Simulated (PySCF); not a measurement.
C₄H₈F₂O₂Si, SMILES O=C(O[SiH3])C(CF)CF, geometry in Å:

```xyz
17

O      1.0336    -0.8507     1.1376
C      0.5500    -0.3209     0.1682
O      1.2665     0.4413    -0.6567
Si     2.9305     0.6738    -0.2691
C     -0.8961    -0.4580    -0.2460
C     -1.6839    -1.2072     0.8141
F     -2.9640    -1.4097     0.3578
C     -1.5142     0.8892    -0.5701
F     -1.4328     1.7017     0.5356
H      3.6422    -0.6304    -0.2964
H      3.3987     1.5516    -1.3724
H      3.0559     1.3552     1.0443
H     -0.9026    -1.0509    -1.1792
H     -1.7230    -0.6169     1.7431
H     -1.2176    -2.1789     1.0343
H     -2.5747     0.7533    -0.8337
H     -0.9799     1.3700    -1.4036
```

Simulated rotational absorption lines between 26 and 40 GHz at 3 K: rigid rotor with the equilibrium constants and dipole of one optimised conformer (PBE0-D3(BJ)/def2-SVP, PySCF 2.14.0), commonest isotopes; no centrifugal distortion, hyperfine structure, internal rotation or nuclear-spin weights; lines within 1 MHz of each other are summed. Lines of different type are drawn apart.

Question: What are the rotational constants, and what kind of rotor is it?

Answer: Rotational constants A, B, C = 2.599, 0.7374, 0.6400 GHz; Ray's κ = −0.90, a near-prolate asymmetric top.

Question: Which dipole components drive the lines?

Answer:
|μa|, |μb|, |μc| = 1.51, 0.33, 1.85 D; c-type lines carry 91 % of the intensity in this range.

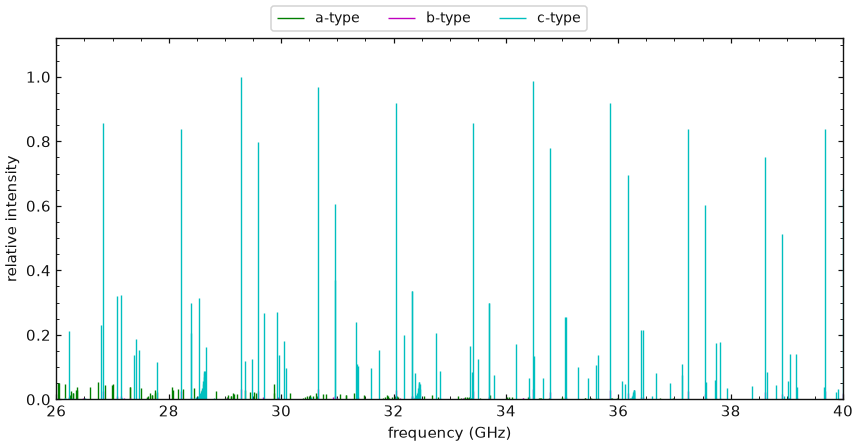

Caveats: coarse grid, loose stop and no frequency check, small forces are noise and the end may be a saddle.
